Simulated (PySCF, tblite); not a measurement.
# C6H10OSi: geometry, infrared bands and NMR shifts

Wanted: the infrared bands and NMR shifts of C6H10OSi (`C(=C1CC1)[SiH]1COC1`), by calculation.

Computed with tblite 0.8.0 and PySCF 2.14.0, with density-fitted response routines of our own, on a single molecule in the gas phase. Atoms are numbered from 0 throughout.

## (1) Starting geometry

18 atoms, charge 0, multiplicity 1; geometry from: force field or distance geometry start.

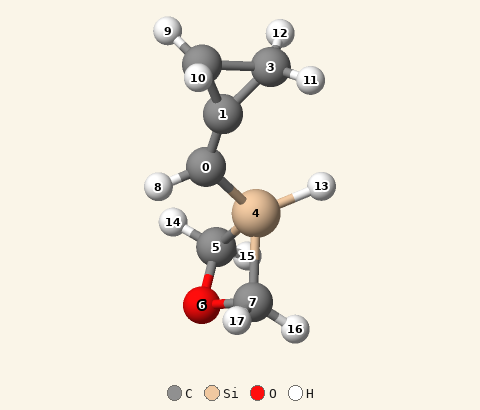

The starting geometry (carbon grey, silicon light orange, oxygen red, hydrogen white), atoms numbered.

## (2) Relaxing the molecule with GFN2-xTB

What the job is given:

```
{"job": {"kind": "relax", "xc": "GFN2-xTB", "basis": "xTB"}, "charge": 0, "multiplicity": 1}
C      0.478800    -0.565300     0.025000
C      1.693500    -0.091400     0.071800
C      3.071800    -0.414000    -0.076400
C      2.539000     1.013800     0.320900
Si    -1.048600     0.374400     0.370500
C     -2.376500    -0.500800     1.335600
O     -2.964800    -0.970300     0.105700
C     -2.484400     0.070900    -0.769800
H      0.311500    -1.603900    -0.242000
H      3.516400    -1.026400     0.686900
H      3.417600    -0.551900    -1.091900
H      2.559500     1.787400    -0.412700
H      2.658200     1.316900     1.368200
H     -0.819900     1.801700     0.730100
H     -2.035000    -1.317500     1.969400
H     -3.065000     0.134600     1.913800
H     -3.217500     0.879800    -0.867100
H     -2.243500    -0.331600    -1.763000
```

Started as:

```
> OMP_NUM_THREADS=1 python probes_run.py task.json out
```

The driver reads the jobs from task.json and runs them one after another.

Standard output:

```text
step      E/eV     max force
  0    -642.37436    2.570
  1    -642.53445    1.883
  2    -642.59092    1.327
  3    -642.64185    0.763
  4    -642.68069    0.360
  5    -642.70234    0.350
  6    -642.71815    0.326
  7    -642.72593    0.217
  8    -642.73154    0.191
  9    -642.73715    0.248
 10    -642.74281    0.280
 11    -642.74722    0.199
 12    -642.75010    0.203
 13    -642.75223    0.177
 14    -642.75430    0.128
 15    -642.75605    0.085
 16    -642.75730    0.082
 17    -642.75838    0.089
 18    -642.75971    0.120
 19    -642.76146    0.123
 20    -642.76364    0.108
 21    -642.76636    0.131
 22    -642.76991    0.177
 23    -642.77410    0.233
 24    -642.77785    0.189
 25    -642.78083    0.109
 26    -642.78300    0.123
 27    -642.78473    0.109
 28    -642.78638    0.112
 29    -642.78770    0.064
 30    -642.78861    0.134
 31    -642.78930    0.050
 32    -642.78981    0.052
 33    -642.79024    0.053
 34    -642.79074    0.062
 35    -642.79114    0.053
 36    -642.79154    0.049
 37    -642.79195    0.042
 38    -642.79233    0.058
 39    -642.79273    0.051
 40    -642.79328    0.052
 41    -642.79398    0.059
 42    -642.79461    0.053
 43    -642.79529    0.054
 44    -642.79590    0.046
 45    -642.79642    0.045
 46    -642.79684    0.040
 47    -642.79713    0.033
 48    -642.79731    0.028
 49    -642.79745    0.025
 50    -642.79761    0.030
 51    -642.79776    0.046
 52    -642.79795    0.029
 53    -642.79812    0.026
 54    -642.79825    0.026
 55    -642.79841    0.029
 56    -642.79854    0.026
 57    -642.79864    0.022
 58    -642.79871    0.018
 59    -642.79878    0.023
 60    -642.79884    0.019
 61    -642.79888    0.017
 62    -642.79892    0.021
 63    -642.79897    0.022
 64    -642.79904    0.024
 65    -642.79914    0.029
 66    -642.79926    0.035
 67    -642.79940    0.032
 68    -642.79956    0.034
 69    -642.79972    0.030
 70    -642.79980    0.018
 71    -642.79983    0.013
 72    -642.79984    0.012
 73    -642.79987    0.011
 74    -642.79990    0.015
 75    -642.79993    0.019
 76    -642.79996    0.015
 77    -642.79998    0.009
```

It took 0.92 s on 1 thread of Arm Neoverse N1, shared host.

Along the way: (not every step is listed)

```csv
step,energy from step 0 (eV),largest force (eV/Å)
0,0.0000,2.5702
1,-0.1601,1.8834
2,-0.2166,1.3274
3,-0.2675,0.7632
4,-0.3063,0.3603
5,-0.3280,0.3501
6,-0.3438,0.3256
7,-0.3516,0.2171
8,-0.3572,0.1905
14,-0.3799,0.1284
20,-0.3893,0.1083
26,-0.4086,0.1233
32,-0.4154,0.0519
38,-0.4180,0.0584
44,-0.4215,0.0464
50,-0.4232,0.0297
56,-0.4242,0.0259
62,-0.4246,0.0208
68,-0.4252,0.0340
72,-0.4255,0.0117
73,-0.4255,0.0112
74,-0.4255,0.0153
75,-0.4256,0.0186
76,-0.4256,0.0148
77,-0.4256,0.0086
```

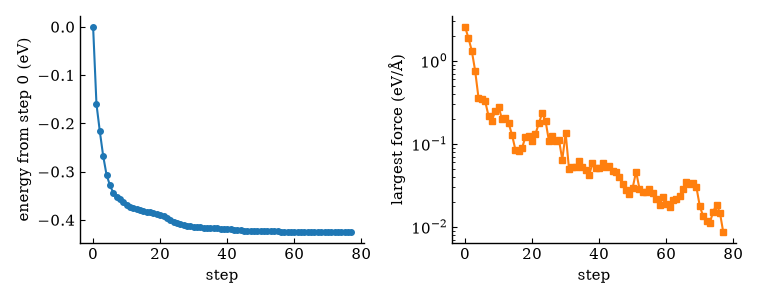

Energy and largest force along the relaxation.

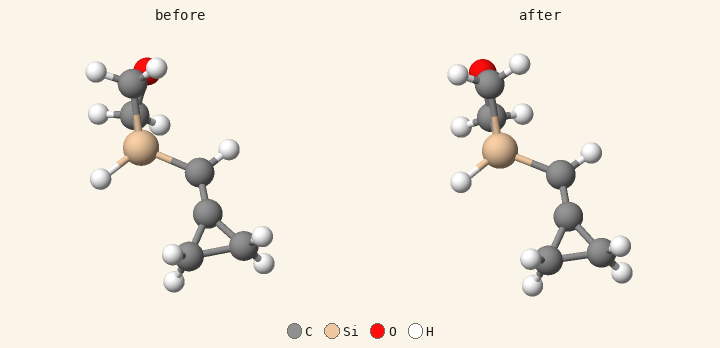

Before and after, at one scale.

Close pairs (by a distance rule), those that changed most:

```csv
bond,before (Å),after (Å),change (Å)
Si4–C7,1.858,1.924,+0.065
Si4–C5,1.860,1.924,+0.064
C2–C3,1.575,1.519,-0.056
C0–Si4,1.826,1.875,+0.049
C1–C3,1.414,1.462,+0.048
C1–C2,1.423,1.463,+0.040
Si4–H13,1.490,1.465,-0.025
C3–H12,1.097,1.081,-0.016
```

The end geometry stands in the next job.

## (3) Infrared spectrum with GFN2-xTB

What the job is given:

```
{"job": {"kind": "ir", "xc": "GFN2-xTB", "basis": "xTB"}, "charge": 0, "multiplicity": 1}
C      0.491147    -0.644265     0.003977
C      1.708724    -0.152238     0.067633
C      3.154044    -0.338535    -0.064029
C      2.563389     1.004705     0.328325
Si    -1.049553     0.363338     0.360227
C     -2.438524    -0.502159     1.371744
O     -3.352843    -0.473084     0.266702
C     -2.560847     0.077384    -0.795101
H      0.370956    -1.687580    -0.269837
H      3.676300    -0.910444     0.690033
H      3.575848    -0.446306    -1.053325
H      2.585731     1.807128    -0.395151
H      2.686947     1.342335     1.347479
H     -0.792225     1.759733     0.720272
H     -2.261445    -1.535799     1.686216
H     -2.863344     0.040217     2.220277
H     -3.055426     0.958751    -1.211233
H     -2.447639    -0.656864    -1.599166
```

Standard output:

```text
mode    cm-1     km/mol
  1      28.8      0.62
  2      60.4      7.71
  3      99.2      0.77
  4     117.0      1.11
  5     183.1      0.88
  6     212.1      6.51
  7     323.5      1.45
  8     372.7      1.23
  9     525.9      8.72
 10     533.9     82.83
 11     634.8    152.89
 12     676.5     47.95
 13     705.8     18.93
 14     715.8      5.74
 15     730.6     36.21
 16     767.8      2.85
 17     775.3     83.45
 18     814.0     33.00
 19     886.2     64.16
 20     914.8      4.12
 21     970.7     44.75
 22    1010.2     24.24
 23    1027.4      0.92
 24    1030.6     74.97
 25    1053.6      1.20
 26    1067.0      2.80
 27    1128.0      0.02
 28    1135.6      0.04
 29    1142.1     25.02
 30    1160.9      0.21
 31    1216.1      0.94
 32    1221.1      2.98
 33    1255.9     14.29
 34    1418.4      0.93
 35    1441.6      0.21
 36    1473.6      0.67
 37    1476.3      0.08
 38    1853.7    155.15
 39    2239.2    306.34
 40    2896.7     26.03
 41    2897.6    103.04
 42    2930.0     64.75
 43    2933.7     17.34
 44    3000.5     29.23
 45    3066.8      0.29
 46    3069.6     20.26
 47    3074.5     29.74
 48    3084.0     39.39
```

Wall time 1.1 s (1 thread of Arm Neoverse N1, shared host).

Which atoms move in the most intense modes:

```csv
cm⁻¹,km/mol,atoms
534,82.8,H13 81 %
635,152.9,"H13 48 %, Si4 25 %"
775,83.5,"H14 17 %, H17 17 %, C5 14 %, C7 14 %"
1031,75.0,"O6 46 %, C5 26 %, C7 26 %"
1854,155.2,"C1 66 %, C0 27 %"
2239,306.3,H13 97 %
2898,103.0,"H17 65 %, H16 15 %"
2930,64.8,"H15 45 %, H16 35 %"
```

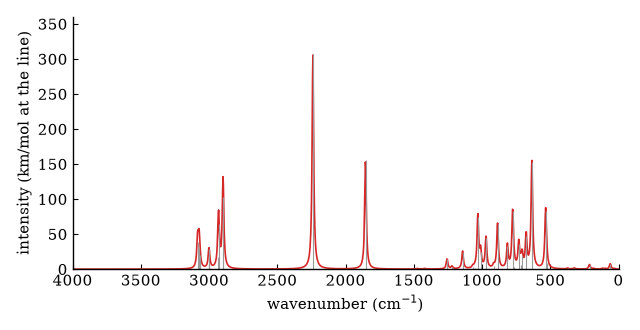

The infrared spectrum from these modes, unscaled. Lines are broadened to a width of 14 cm⁻¹ (Lorentzian).

## (4) Nuclear shieldings: PBE0/pcSseg-1

The job, as its differences from that of step 3:

```diff
@@ -1,2 +1,2 @@
-{"job": {"kind": "ir", "xc": "GFN2-xTB", "basis": "xTB"}, "charge": 0, "multiplicity": 1}
+{"job": {"kind": "nmr", "xc": "PBE0", "basis": "pcSseg-1"}, "charge": 0, "multiplicity": 1}
 C      0.491147    -0.644265     0.003977
```

Method: GIAO PBE0/pcSseg-1 NMR shielding, non-relativistic, gas phase.

Standard output:

```text
coarse grid: 15432 points
cycle   1  E = -598.5874952197  dE =  1.140e+00  |g| = 6.125e-01  |ddm| = 3.923e+00
cycle   2  E = -598.5170035013  dE =  7.049e-02  |g| = 8.774e-01  |ddm| = 1.557e+00
cycle   3  E = -598.6680110110  dE = -1.510e-01  |g| = 1.041e-01  |ddm| = 1.035e+00
cycle   4  E = -598.6698829748  dE = -1.872e-03  |g| = 3.669e-02  |ddm| = 9.731e-02
cycle   5  E = -598.6701920630  dE = -3.091e-04  |g| = 6.643e-03  |ddm| = 3.482e-02
cycle   6  E = -598.6701994042  dE = -7.341e-06  |g| = 3.641e-03  |ddm| = 1.072e-02
cycle   7  E = -598.6702028668  dE = -3.463e-06  |g| = 6.922e-04  |ddm| = 3.950e-03
final grid: 144104 points
cycle   8  E = -598.7296124808  dE = -2.449e-05  |g| = 1.257e-02  |ddm| = 2.942e-02
cycle   9  E = -598.7295808952  dE =  3.159e-05  |g| = 1.821e-02  |ddm| = 2.068e-02
cycle  10  E = -598.7296446554  dE = -6.376e-05  |g| = 1.719e-03  |ddm| = 1.246e-02
cycle  11  E = -598.7296453088  dE = -6.535e-07  |g| = 1.729e-04  |ddm| = 1.605e-03
cycle  12  E = -598.7296453126  dE = -3.783e-09  |g| = 1.115e-04  |ddm| = 2.720e-04
cycle  13  E = -598.7296453155  dE = -2.912e-09  |g| = 3.356e-05  |ddm| = 1.264e-04
cycle  14  E = -598.7296453158  dE = -2.524e-10  |g| = 8.892e-06  |ddm| = 3.396e-05
converged SCF energy = -598.7296453158

GIAO shielding tensors (ppm)
atom      isotropic    diamagn.    paramagn.     s11        s22        s33       span
  0 C       67.274     262.184    -194.910    -28.648     62.560    167.909    196.556
  1 C       31.229     252.346    -221.117    -65.309    -34.359    193.356    258.665
  2 C      180.071     258.673     -78.602    156.597    168.325    215.291     58.694
  3 C      180.831     254.132     -73.301    156.319    168.589    217.586     61.268
  4 Si     356.536     880.073    -523.537    330.956    368.271    370.379     39.423
  5 C      116.183     255.234    -139.051     68.018     96.135    184.395    116.377
  6 O      324.305     392.625     -68.320    243.855    336.835    392.224    148.369
  7 C      116.234     254.843    -138.609     68.072     96.167    184.465    116.393
  8 H       24.773      32.276      -7.503     22.519     24.189     27.610      5.091
  9 H       30.551      30.158       0.392     25.879     26.667     39.107     13.228
 10 H       30.558      30.502       0.056     25.887     26.669     39.117     13.229
 11 H       30.634      30.685      -0.050     26.257     26.744     38.902     12.646
 12 H       30.625      30.294       0.331     26.238     26.749     38.888     12.650
 13 H       26.013      30.064      -4.051     22.338     26.628     29.073      6.735
 14 H       26.963      31.411      -4.448     23.562     25.912     31.413      7.851
 15 H       27.012      30.278      -3.266     23.722     25.633     31.681      7.959
 16 H       27.016      30.608      -3.592     23.726     25.640     31.682      7.957
 17 H       26.965      31.763      -4.798     23.566     25.909     31.421      7.855
```

It took 59 s on 1 thread of Arm Neoverse N1, shared host; peak memory 0.85 GiB.

The references, computed at this level on geometries of the same kind, shield at (ppm): ¹H TMS 31.72, ¹³C TMS 186.9, ²⁹Si TMS 349.2, ¹⁷O H2O 336.1. Their shielding less the atom's gives the shift. The references are single molecules in the gas phase, so shifts against H2O, NH3, PH3, H3PO4 or CFCl3 are not on the usual liquid scales and can be off by tens of ppm. Atoms listed in one row are averaged.

```csv
atoms,environment,σ (ppm),δ (ppm),δ scaled to CDCl3
C1,fully substituted alkene carbon,31.2,155.7,150.0
C0,alkene CH,67.3,119.7,114.9
"C5, C7",sp3 CH2 bonded to O and Si,116.2,70.7,67.1
C2,three-membered-ring carbon,180.1,6.9,4.8
C3,three-membered-ring carbon,180.8,6.1,4.0
H8,hydrogen on an alkene CH,24.77,6.94,6.65
H13,"hydrogen on a silicon bonded to 3 C, in a 4-membered ring",26.01,5.70,–
"H14, H17",hydrogen on an sp3 CH2 bonded to O and Si,26.96,4.75,4.59
"H15, H16",hydrogen on an sp3 CH2 bonded to O and Si,27.01,4.70,4.54
"H9, H10",hydrogen on a three-membered-ring carbon,30.55,1.16,1.20
"H11, H12",hydrogen on a three-membered-ring carbon,30.63,1.09,1.13
Si4,"silicon bonded to 3 C, H, in a 4-membered ring",356.5,-7.4,–
O6,ether oxygen,324.3,11.8,–
```

The scaled column applies a straight-line fit of computed shieldings to shifts measured in CDCl3 (root-mean-square error 0.16 ppm for H, 1.9 ppm for C).

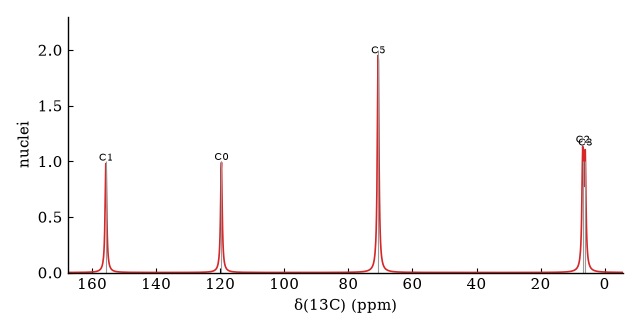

¹³C lines at the computed shifts, without couplings. Lines are broadened to a width of 0.60 ppm (Lorentzian).

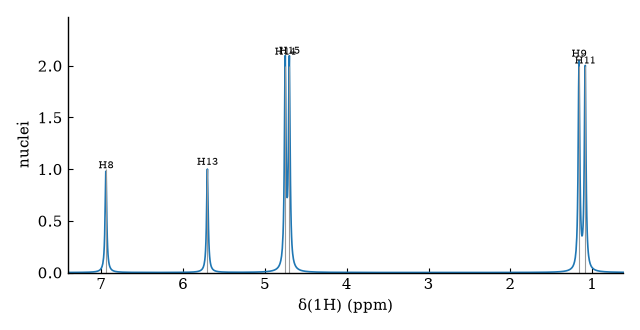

¹H lines at the computed shifts, without couplings. Lines are broadened to a width of 0.02 ppm (Lorentzian).

The run also stored atomic charges by several schemes (e):

```csv
atoms,Mulliken,IAO,Hirshfeld,ESP fit
C0,-0.39,-0.46,-0.16,-0.81
C1,-0.18,0.04,0.01,0.45
C2,-0.19,-0.31,-0.09,-0.51
C3,-0.21,-0.31,-0.09,-0.18
Si4,0.75,0.86,0.36,0.54
"C5, C7",-0.21,-0.33,-0.10,0.00
O6,-0.51,-0.41,-0.18,-0.40
```

ESP fit charges:

C0 -0.81; C1 0.45; C2 -0.51; C3 -0.18; Si4 0.54; C5 0.02; O6 -0.40; C7 -0.01; H8 0.27; H9 0.18; H10 0.18; H11 0.10; H12 0.10; H13 -0.14; H14 0.05; H15 0.03; H16 0.04; H17 0.06

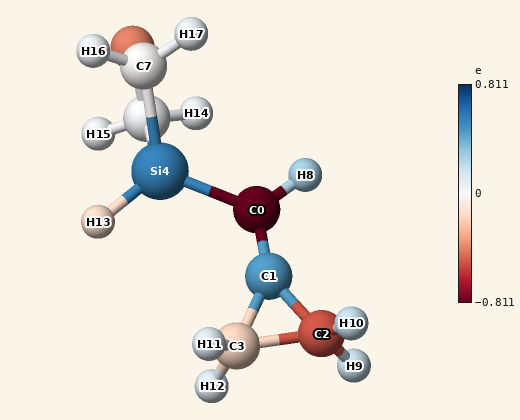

ESP fit charges, as colours on the atoms.

Mayer bond orders: C0–C1 1.94, C1–C2 0.96, C2–C3 0.98, C0–Si4 0.91, Si4–C5 0.93, C5–O6 0.90, O6–C7 0.90, C3–C1 0.96, C7–Si4 0.93.

Ring of atoms C1, C2, C3: NICS(0) -28.3, NICS(1) -7.7, NICS(1)zz -18.7 ppm (means of both faces).

In rings of three or four atoms NICS is ruled by the nearby σ bonds, so it says little on aromaticity.

Ring of atoms Si4, C5, O6, C7: NICS(0) 2.7, NICS(1) 1.5, NICS(1)zz 6.2 ppm (means of both faces).

## (5) What came out

| quantity | value |
| --- | --- |
| strongest single infrared mode (GFN2-xTB) | 2239 cm⁻¹, 306 km/mol |
| zero-point energy (GFN2-xTB) | 87.7 kcal/mol |
| ¹³C shifts against TMS (PBE0/pcSseg-1, means over atoms taken as alike) | 155.7, 119.7, 70.7, 6.9, 6.1 ppm |
| ¹H shifts against TMS (PBE0/pcSseg-1, means over atoms taken as alike) | 6.94, 5.70, 4.75, 4.70, 1.16, 1.09 ppm |
| ²⁹Si shifts against TMS (PBE0/pcSseg-1) | -7.4 ppm |
| ¹⁷O shifts against H2O (PBE0/pcSseg-1) | 11.8 ppm |

What this shows: The optimisation took 77 steps and gained 0.426 eV; among the close pairs (by a distance rule), Si4–C7 changed most, from 1.858 to 1.924 Å. All 48 modes are real, so the xTB geometry is a minimum. The strongest single mode, at 2239 cm⁻¹, moves mainly H13. Unscaled tight-binding wavenumbers are off by several per cent, some by more. Its intensities can rank the bands wrongly. The most deshielded hydrogen is H8 (hydrogen on an alkene CH), at 6.94 ppm: attached to an sp2 carbon and in the plane of the double bond. At PBE0/pcSseg-1: The widest tensor belongs to C1: span 259 ppm, with a paramagnetic part of -221 ppm.
